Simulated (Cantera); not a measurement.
Feed: 1 mol borazine, 6.1 mol O2, 20 mol N2, 2.9 mol H2O, equilibrated at 92000 Pa.

These are equilibrium values from Cantera (NASA tables, ideal gas, pure condensed phases), not measurements of a reactor. Candidate condensed phases: B, BN, B2O3, B3O3H3, H2O; 39 gas species. The feed counts by its element totals alone. Gases not in the tables: H3BO3. The numbers say what is thermodynamically allowed, not how fast it happens.

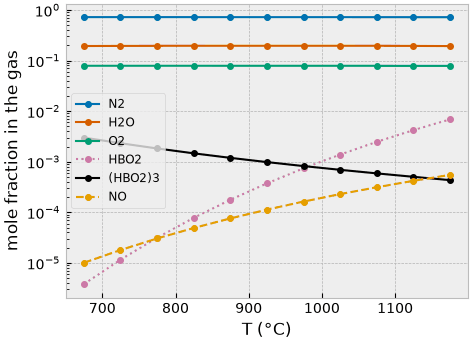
Equilibrium gas composition (values under 1e-9 drawn at 1e-9)

Question: Read off the mole fractions at 1025 °C.

Answer: N2 about 0.72, H2O about 0.20, O2 about 0.079, HBO2 about 0.0014, (HBO2)3 about 0.00069, NO about 0.00023.
